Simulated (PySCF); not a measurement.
# C₄H₄FNSe (SMILES C[Se]/C(F)=C/C#N): what the fields show

Input

```
{"job": {"kind": "uv", "xc": "PBE0", "basis": "def2-SVPD", "nstates": 6, "ntriplets": 2}, "charge": 0, "multiplicity": 1}
C     -2.294949     0.518653     0.336217
Se    -1.232526    -0.983846    -0.315429
C      0.484656    -0.215361    -0.116040
F      0.463144     1.026031     0.371542
C      1.634094    -0.833537    -0.424724
C      2.894059    -0.238471    -0.266430
N      3.930371     0.238007    -0.142426
H     -2.016701     0.736860     1.364163
H     -3.335894     0.210443     0.284055
H     -2.124674     1.383832    -0.299728
H      1.603844    -1.839940    -0.817164
```

Command:

```sh
OMP_NUM_THREADS=1 python probes_run.py task.json out
```

Geometry: GFN2-xTB.

Method: PBE0/def2-SVPD, SCF density, gas phase in PySCF 2.14.0.

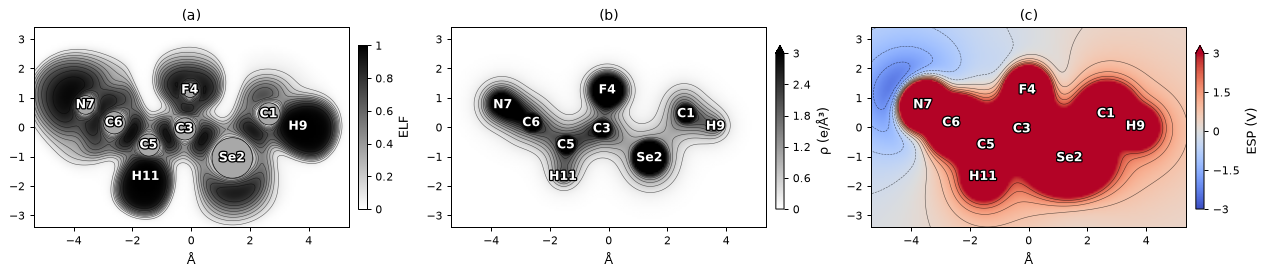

Figure 1. (a) ELF; (b) electron density; (c) electrostatic potential on the plane of atoms C1, Se2 and C3. Grey discs cover the atomic cores in the ELF map.

**Interpret the plot.**

Atoms in the plane: C, Se, F, N and H. C–N (1.15 Å): ρ is about 3.6 e/Å³ halfway; the ELF peaks at about 0.85 between the atoms: a multiple bond. C–F (1.33 Å): the density is about 2.3 e/Å³ at the midpoint; the ELF peaks at about 0.85 between the atoms, as expected for a polar covalent bond. C–C (1.34 Å): the density is about 2.3 e/Å³ at the midpoint; the ELF peaks at about 0.95 between the atoms (a short, multiple covalent bond). C–Se (1.89 Å): ρ is about 1.1 e/Å³ halfway; the ELF peaks at about 0.95 between the atoms (a shared electron pair). C–H (1.08 Å): ρ is about 2 e/Å³ halfway; the ELF climbs to about 1 towards the hydrogen, as it does in any bond to H (an ordinary covalent bond to hydrogen). The ELF also peaks beside Se2 and N7, away from the bonds: lone-pair regions. Outside the dense part of the molecule the potential is most negative (−2.3 V) near N7.

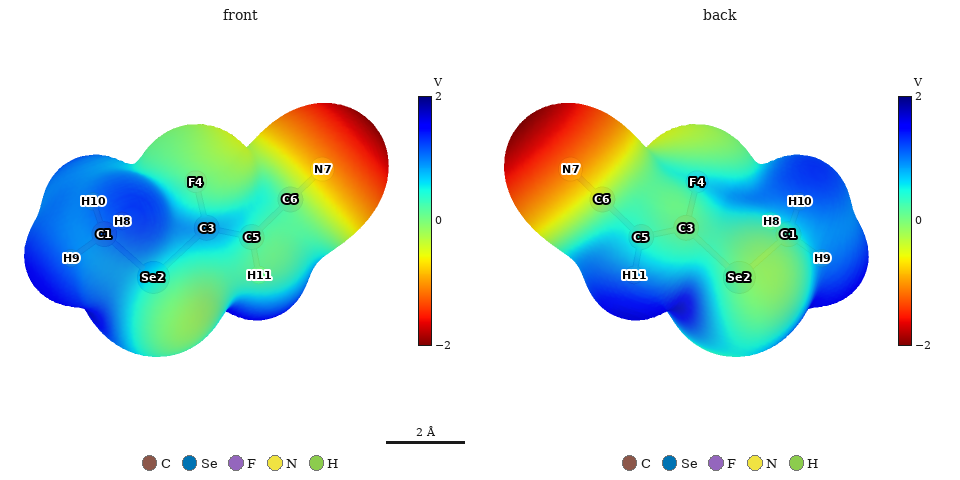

Figure 2. The electrostatic potential painted on the density surface at 0.002 e/bohr³, seen from the front and from behind; red is negative and blue positive.

**Describe the electrostatic potential map.**

The most negative region (about −2.0 V) lies over N7, the most positive (about +1.7 V) over C1, Se2 and H11. N7 is the likeliest acceptor of a hydrogen bond.
